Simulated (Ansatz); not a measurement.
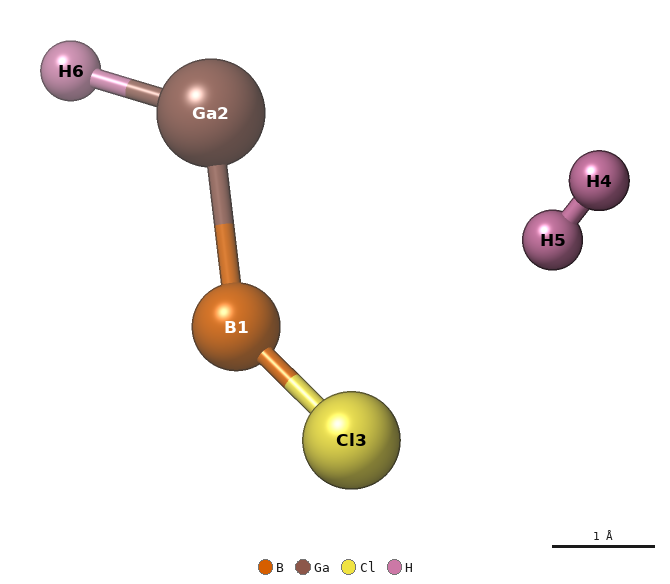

Orthographic view. Atoms fade into the background with distance from the viewer. Computed geometry: PBE-D4/def2-SVP optimisation. No frequency run is at hand to confirm it as a minimum.

Give the distance matrix in Å.

| atom | B1 | Ga2 | Cl3 | H4 | H5 | H6 |
| --- | --- | --- | --- | --- | --- | --- |
| B1 | 0.00 |  |  |  |  |  |
| Ga2 | 2.13 | 0.00 |  |  |  |  |
| Cl3 | 1.72 | 3.60 | 0.00 |  |  |  |
| H4 | 4.24 | 4.35 | 3.70 | 0.00 |  |  |
| H5 | 3.59 | 3.99 | 2.94 | 0.77 | 0.00 |  |
| H6 | 3.14 | 1.62 | 4.83 | 5.96 | 5.61 | 0.00 |
